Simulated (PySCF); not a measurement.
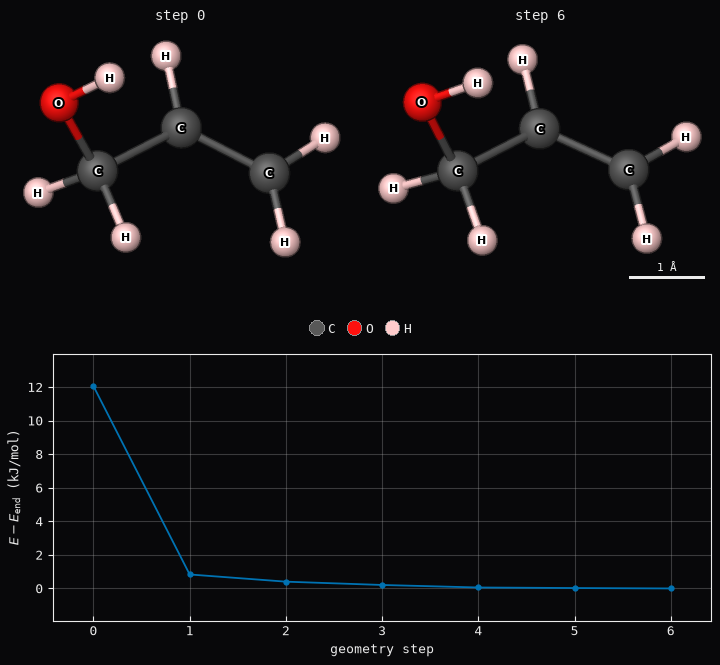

First and last geometry of a relaxation of C3H6O, with the history of the run. Style: ball-and-stick. Shown at a tilt.

The start comes from GFN2-xTB. Its atoms were then displaced at random by about 0.01 Å.

Theory: PySCF 2.14.0, density-fitted response routines, PBE0-D3(BJ)/def2-TZVP geometry optimisation, gas phase. 

Q: Read the history and describe the run.

A: It converged. An H atom moves most after the best rigid fit: 0.14 Å. Largest moves by element: H 0.14 Å, O 0.07 Å, C 0.06 Å. Among the contacts that change: C–O 1.368 → 1.415 Å, C–H 1.043 → 1.086 Å, C–C 1.349 → 1.326 Å, C–C 1.510 → 1.492 Å. Among the angles between lasting bonds that change: C–O–H 111.6° → 107.7°, H–C–H 109.8° → 107.5°, O–C–H 107.6° → 105.4°. After 6 geometry steps the energy has fallen by 12.1 kJ/mol. Cost: 49 s on 1 thread of Arm Neoverse V1 (shared host).
